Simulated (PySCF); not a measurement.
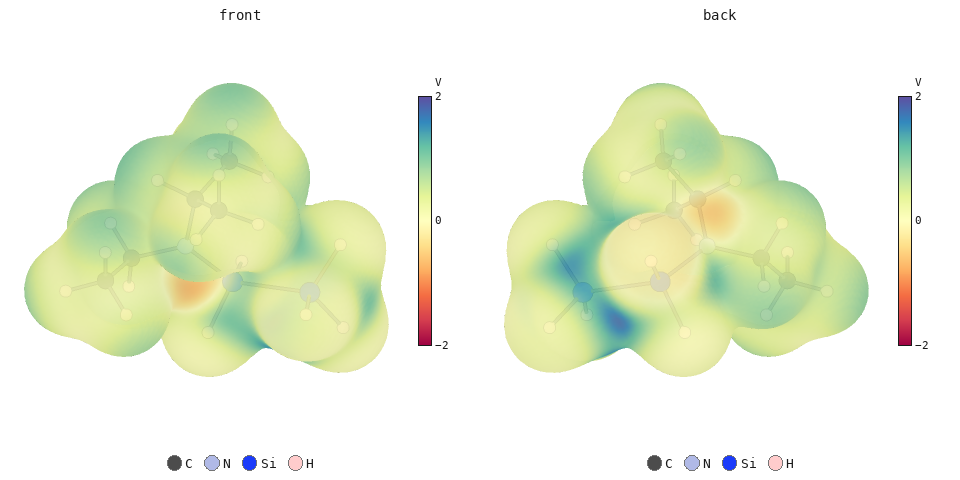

Figure 1: C5H17NSi2. The molecular electrostatic potential painted on the density surface at 0.004 e/bohr³, seen from the front and from behind; the colour scale runs from red (negative) to blue (positive).

Geometry: GFN2-xTB.

Theory: PBE0/pcSseg-1, SCF density, gas phase, non-relativistic (PySCF 2.14.0).

```xyz
25

C    -1.7712   -1.6404    1.4441
C    -1.3696   -1.5419   -0.0271
N    -0.3423   -0.5532   -0.2635
Si    1.2365   -1.0535   -0.7355
Si    2.9922    0.2574   -0.0279
C    -0.8020    0.8241   -0.2440
C    -0.2581    1.6028    0.9564
C    -0.4631    1.5507   -1.5457
H    -2.4991   -2.4369    1.5794
H    -0.8952   -1.8582    2.0506
H    -2.2110   -0.7083    1.7906
H    -2.2553   -1.3104   -0.6343
H    -0.9952   -2.5116   -0.3556
H     1.2999   -1.2579   -2.2044
H     1.3653   -2.4049   -0.1639
H     3.0420    1.5968   -0.6307
H     4.2567   -0.3816   -0.4021
H     3.0736    0.4809    1.4198
H    -1.8961    0.7948   -0.1546
H     0.8096    1.7728    0.8498
H    -0.4281    1.0484    1.8754
H    -0.7574    2.5665    1.0317
H     0.6128    1.6661   -1.6479
H    -0.9221    2.5368   -1.5545
H    -0.8338    0.9848   -2.3972
```

Which sites attract a positive test charge, and which a negative one?

Answer. A positive charge is drawn to the negative regions and a negative charge to the positive ones. The most negative region (about −0.5 V) lies over C1 and N3, the most positive (about +1.5 V) over Si4 and Si5.

How polar is the molecule by this calculation?

Answer. Its dipole moment is 1.48 D.
